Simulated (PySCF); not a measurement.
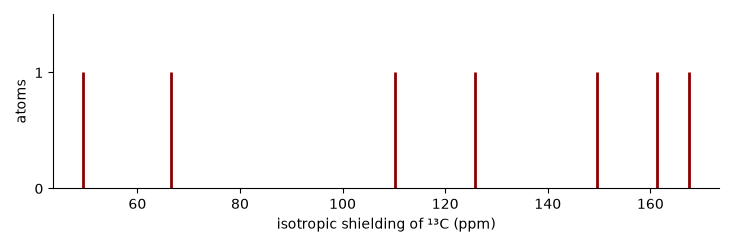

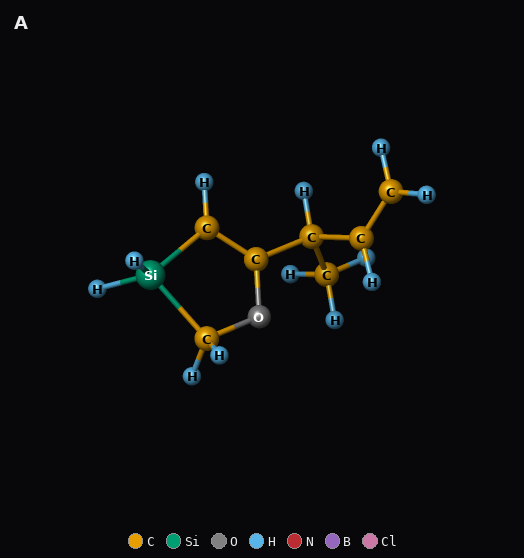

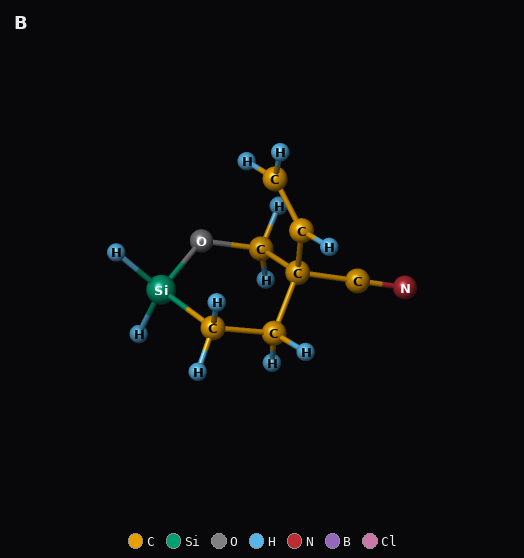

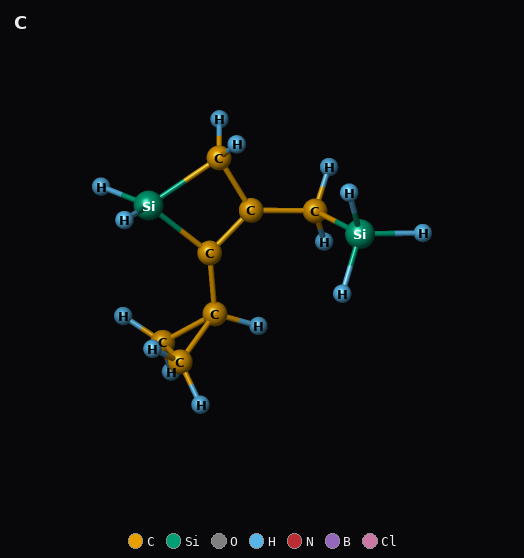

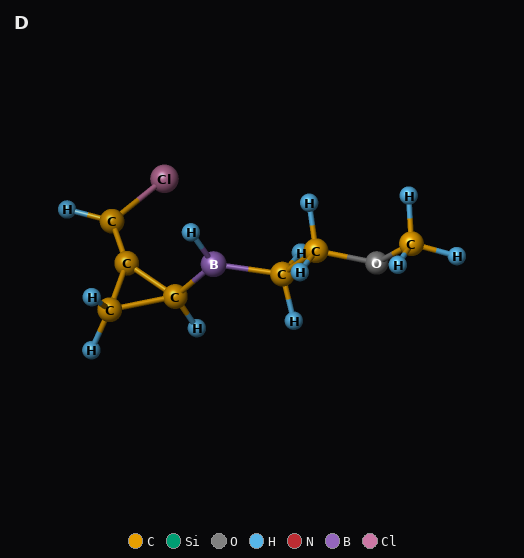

The sticks are computed shieldings of one of the molecules, for one fixed geometry (GFN2-xTB) without averaging over rotations. Low shielding means a high chemical shift. Method: GIAO PBE0/pcSseg-1 NMR shielding, non-relativistic, gas phase (PySCF 2.14.0).

Which molecule gives this pattern?

Answer. D, `COCCB[C@H]1C/C1=C/Cl`. Its 7 C atoms give lines at 49.5, 66.6, 110.3, 125.8, 149.7, 161.4, 167.5 ppm.

The geometry is semi-empirical. Around B, Si such bond lengths and angles can be off by a tenth of an ångström or more and by several degrees, and values that hang on the shape move with them.
